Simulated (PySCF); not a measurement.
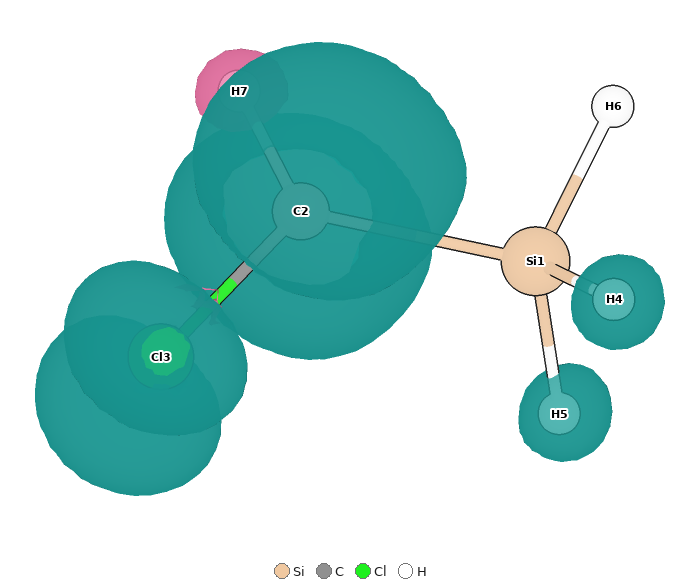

Figure 1: CH4ClSi (doublet). Isosurfaces of the spin density at +0.02 (teal) and −0.02 e/Å³ (pink), seen at a tilt.

Geometry: GFN2-xTB.

All numbers below come from UKS B3LYP, pcH-1 on C Cl H Si, non-relativistic, mean-field spin-orbit, GIAO in PySCF.

```csv
atom,x (Å),y (Å),z (Å)
Si,-0.8114,0.0329,-0.0467
C,1.0304,-0.2063,-0.0076
Cl,2.0754,1.0293,0.4833
H,-1.3100,0.3678,1.2916
H,-1.1642,1.1297,-0.9539
H,-1.3649,-1.2360,-0.5129
H,1.5480,-1.1126,-0.2810
```

**Which atoms carry the spin?**

The unpaired spin (1 electron) lies mostly on C2 (about 0.6) and Cl3 (about 0.2), in electrons by Hirshfeld's partition.
